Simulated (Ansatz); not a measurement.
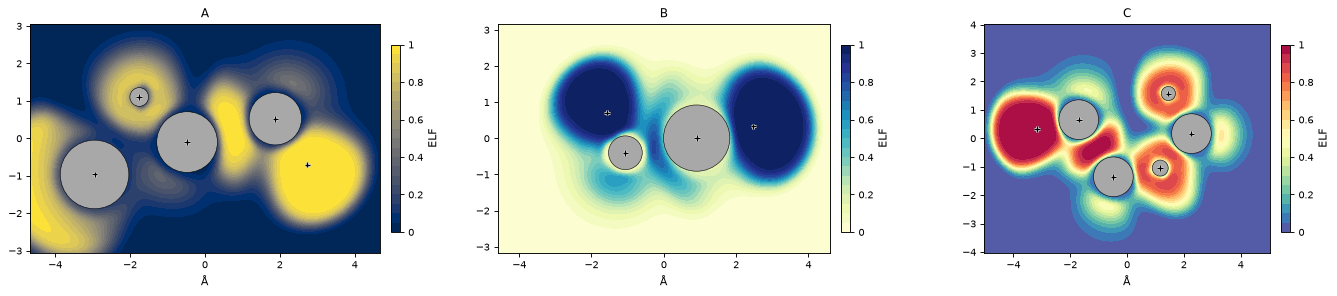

The ELF of 3 systems, each on a plane through atoms (crosses mark nuclei in the plane; grey discs cover the cores).

Computed with Ansatz 0.2.0, isolated molecule in a Gaussian basis; Kohn-Sham density functional theory, functional PBE0.

System 1: AlFGaH₅Si, the plane of atoms F2, Al1 and Ga3. Geometry: PBE0-D3(BJ)/pcseg-1.

```xyz
9

Al   -0.9242    0.8210   -0.6246
F    -1.5174   -0.8179   -0.8351
Ga   -1.6131    0.0899   -3.0420
Si   -0.2374    1.6723    1.5546
H    -2.1324    1.5011   -1.5792
H     0.0698    0.7559   -1.9816
H    -1.3654    1.6445    2.5363
H     0.2251    3.0901    1.4330
H     0.8904    0.8735    2.1263
```

System 2: BGaH₄ (SMILES [BH3-][GaH+]), the plane of atoms Ga2, B1 and H6. Geometry: PBE0-D3(BJ)/def2-SVP.

```yaml
atoms:
  - { symbol: B, position_ang: [0.8882, -0.7398, 0.7179] }
  - { symbol: Ga, position_ang: [-1.0776, -0.6094, 0.3027] }
  - { symbol: H, position_ang: [1.0459, 0.1084, 1.5869] }
  - { symbol: H, position_ang: [-2.6401, -0.5054, -0.0268] }
  - { symbol: H, position_ang: [1.0172, -1.8973, 1.0957] }
  - { symbol: H, position_ang: [1.4177, -0.4843, -0.3562] }
```

System 3: FH₇OSi₃ (SMILES F[SiH2]O[SiH2][SiH3]), the plane of atoms O2, Si4 and Si5. Geometry: r2SCAN-D4/def2-SVP.

```xyz
12

F    -1.7195   -1.3170    2.3162
O     0.4373   -2.6956    1.6706
Si   -0.9713   -2.7510    2.5093
Si    1.3081   -1.7573    0.5868
Si    0.2314    0.3014    0.2245
H    -1.8635   -3.8001    1.9586
H    -0.6956   -2.9299    3.9547
H     2.6768   -1.5465    1.1462
H     1.4412   -2.5126   -0.6958
H    -1.1202    0.0908   -0.3737
H     0.1053    1.0620    1.5029
H     1.0610    1.1007   -0.7320
```

### Which map belongs to which system?

Panel A is system 1, AlFGaH₅Si: the plane holds Al, F, Ga, Si and H. Al–F (1.76 Å): the ELF peaks at about 0.85 in the valence shell of F, 0.6 Å from its nucleus, and is about 0.30 at the midpoint. Panel B is system 2, BGaH₄: the plane holds B, Ga and H. Ga–B (2.01 Å): the ELF peaks at about 0.80 in the valence shell of B, 0.9 Å from its nucleus, and is about 0.60 at the midpoint. Panel C is system 3, FH₇OSi₃: the plane holds F, O, Si and H. Si–F (1.63 Å): the ELF peaks at about 0.85 in the valence shell of F, 0.6 Å from its nucleus, and is about 0.40 at the midpoint.
